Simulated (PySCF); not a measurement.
# C2H12Si4: electronic excitations

What electronic excitations should C2H12Si4 (`[SiH3][Si]1([SiH3])CC[SiH2]1`) show?

The runs use PySCF 2.14.0, with density-fitted response routines of our own; the level of theory stands in each step. All values are computed, except where a source is named. Atoms are numbered from 0 throughout.

## (1) The starting structure

18 atoms, charge 0, multiplicity 1; geometry from: GFN2-xTB.

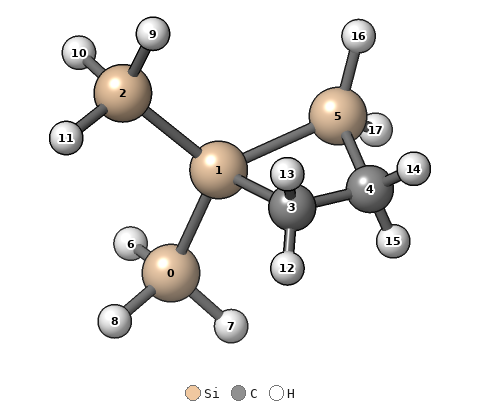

As it starts; silicon light orange, carbon grey, hydrogen white, atoms numbered; sticks join atoms by distance.

## (2) Excited states and response: wB97X-D/def2-SVPD

Job settings and geometry (Å):

```
{"job": {"kind": "uv", "xc": "wB97X-D", "basis": "def2-SVPD", "nstates": 8, "ntriplets": 3}, "charge": 0, "multiplicity": 1}
Si     1.387187    -2.104278    -0.228597
Si     0.475766     0.019893     0.107152
Si     2.010067     1.764462    -0.098711
C     -1.062045     0.289493    -1.057312
C     -2.221004     0.006677    -0.082955
Si    -1.342114     0.155853     1.614747
H      2.327344    -2.424303     0.849546
H      0.393121    -3.180375    -0.252087
H      2.142510    -2.223166    -1.480238
H      1.407198     3.097477    -0.027949
H      2.996905     1.687409     0.981268
H      2.766061     1.725917    -1.354131
H     -1.109926    -0.333557    -1.950645
H     -1.108750     1.324132    -1.401629
H     -3.067717     0.673408    -0.240888
H     -2.596055    -1.006800    -0.230494
H     -1.656149     1.427282     2.282483
H     -1.751157    -0.893205     2.558781
```

With the program's defaults for keys left out, this is: TDDFT wB97X-D/def2-SVPD, vertical, gas phase, core orbitals frozen in the response.

Run with:

```bash
$ OMP_NUM_THREADS=1 python probes_run.py task.json out
```

The driver reads the jobs from task.json and runs them one after another.

What it wrote:

```text
coarse grid: 16112 points
cycle   1  E = -1240.7278629427  dE =  1.418e-01  |g| = 2.877e-01  |ddm| = 5.069e+00
cycle   2  E = -1240.7438720919  dE = -1.601e-02  |g| = 2.157e-01  |ddm| = 8.861e-01
cycle   3  E = -1240.7571711738  dE = -1.330e-02  |g| = 4.080e-02  |ddm| = 3.570e-01
cycle   4  E = -1240.7577786050  dE = -6.074e-04  |g| = 1.085e-02  |ddm| = 1.391e-01
cycle   5  E = -1240.7578235026  dE = -4.490e-05  |g| = 2.472e-03  |ddm| = 3.756e-02
cycle   6  E = -1240.7578262963  dE = -2.794e-06  |g| = 6.419e-04  |ddm| = 9.517e-03
final grid: 134584 points
cycle   7  E = -1240.9251997055  dE = -7.480e-05  |g| = 2.764e-03  |ddm| = 1.198e-01
cycle   8  E = -1240.9252021234  dE = -2.418e-06  |g| = 1.388e-03  |ddm| = 1.477e-02
cycle   9  E = -1240.9252026744  dE = -5.510e-07  |g| = 5.762e-04  |ddm| = 3.480e-03
cycle  10  E = -1240.9252027961  dE = -1.217e-07  |g| = 1.435e-04  |ddm| = 1.505e-03
cycle  11  E = -1240.9252028069  dE = -1.078e-08  |g| = 4.327e-05  |ddm| = 4.752e-04
cycle  12  E = -1240.9252028085  dE = -1.556e-09  |g| = 1.373e-05  |ddm| = 1.868e-04
cycle  13  E = -1240.9252028087  dE = -1.803e-10  |g| = 5.043e-06  |ddm| = 6.614e-05
converged SCF energy = -1240.9252028087

Static polarisability (au): isotropic 141.402, principal 122.206 144.348 157.652

Singlet excitations
state   eV       nm        f      main configurations
  1   5.7322    216.3   0.06535   H->L 0.84
  2   6.0627    204.5   0.02324   H->L+2 0.69, H->L+1 0.14, H-2->L+1 0.08
  3   6.1506    201.6   0.01542   H->L+1 0.46, H-1->L 0.34, H->L+2 0.13
  4   6.2799    197.4   0.03750   H-2->L 0.80
  5   6.4101    193.4   0.18548   H-1->L+1 0.33, H-1->L 0.28, H->L+1 0.09
  6   6.4693    191.7   0.00991   H-1->L+2 0.49, H-1->L+1 0.26, H-1->L 0.11
  7   6.5658    188.8   0.01795   H-1->L+2 0.34, H-1->L+1 0.25, H-1->L 0.13
  8   6.7799    182.9   0.06057   H->L+3 0.75

Triplet excitations (Tamm-Dancoff, eV): 5.0564 5.4101 5.5559
```

It took 2.6 min on 1 thread of Intel Xeon at 2.50GHz, shared host; peak memory 1 GiB.

The orbitals next to the gap, with their largest atomic shares:

| orbital | eV | atoms |
| --- | --- | --- |
| HOMO−3 | -10.89 | C4 30 %, C3 20 %, Si5 14 % |
| HOMO−2 | -9.77 | Si1 29 %, Si0 22 %, Si2 16 % |
| HOMO−1 | -9.55 | C3 26 %, Si1 23 %, Si5 18 % |
| HOMO | -9.10 | Si1 25 %, Si5 21 %, C4 18 % |
| LUMO | 0.94 | Si1 27 %, Si5 18 %, Si2 12 % |
| LUMO+1 | 1.23 | Si1 22 %, Si0 17 %, Si2 17 % |
| LUMO+2 | 1.35 | Si1 22 %, Si5 18 %, Si0 14 % |

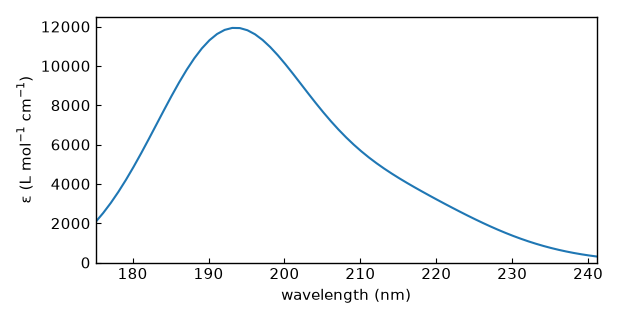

Absorption spectrum: each of the 8 states is a Gaussian band of 0.4 eV half-width at 1/e. Beyond the last state computed it falls off for lack of states.

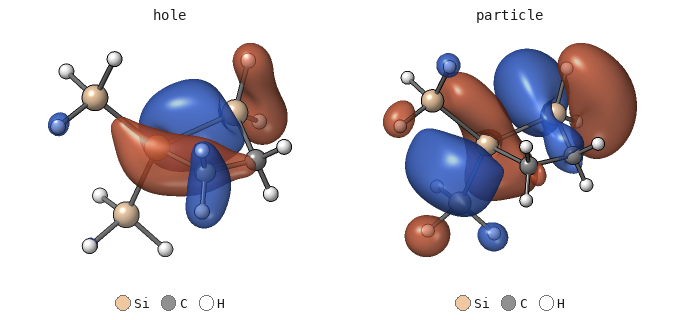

Leading natural transition orbitals of singlet state 5: the electron leaves the hole (left) for the particle orbital (right).

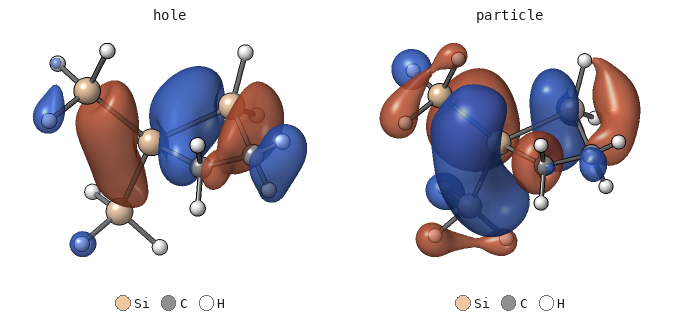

Leading natural transition orbitals of singlet state 1: the electron leaves the hole (left) for the particle orbital (right).

Ground-state properties from the same run:

| property | computed |
| --- | --- |
| dipole moment (D) | 0.76 |
| polarisability (Å³) | 20.95 |
| HOMO–LUMO gap (eV) | 10.04 |
| −ε(HOMO) (eV) | 9.10 |

The fields below are evaluated on a grid from the run's orbitals.

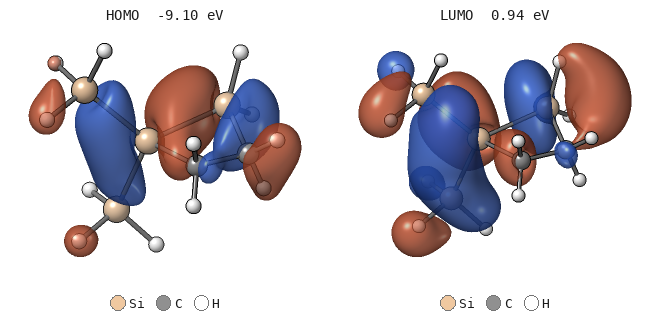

Frontier orbitals at wB97X-D/def2-SVPD; each surface holds 70 % of the orbital's density, blue and red mark the sign.

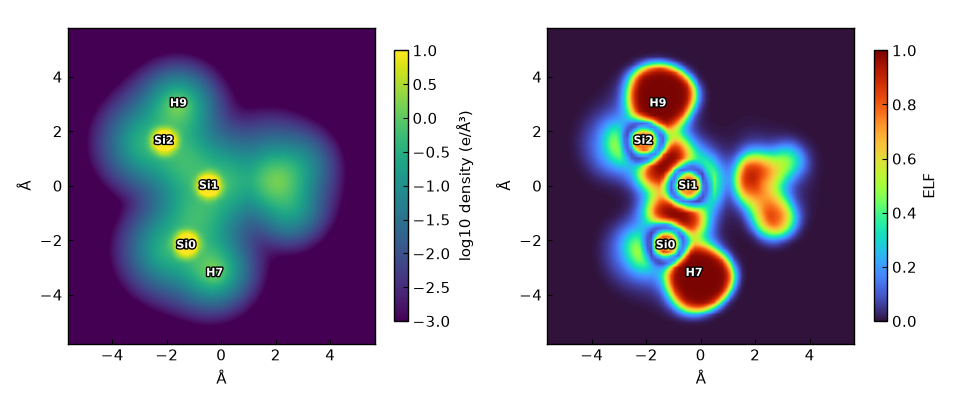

Density (left) and ELF (right) in a plane through or near 5 of the atoms.

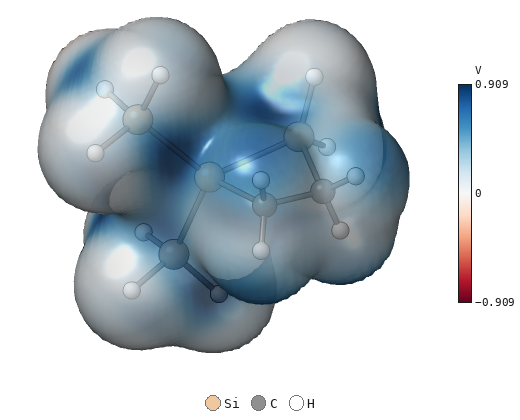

The potential that a unit positive charge feels on the 0.002 e/bohr³ surface, from -0.03 to 0.91 V.

## (3) What came out

| quantity | value |
| --- | --- |
| lowest singlet (wB97X-D/def2-SVPD) | 5.73 eV (216 nm), f = 0.065 |
| brightest single state of those computed | state 5, 6.41 eV, f = 0.185 |
| lowest triplet | 5.06 eV |
| surface potential, least and greatest | -0.03 V and 0.91 V |

In words: The first singlet state (HOMO→LUMO 0.84) lies at 5.73 eV and is bright; of the 8 states computed, the strongest absorption comes from state 5 at 6.41 eV. The lowest triplet lies 0.68 eV below the lowest singlet (triplets in Tamm-Dancoff, singlets in full TDDFT).
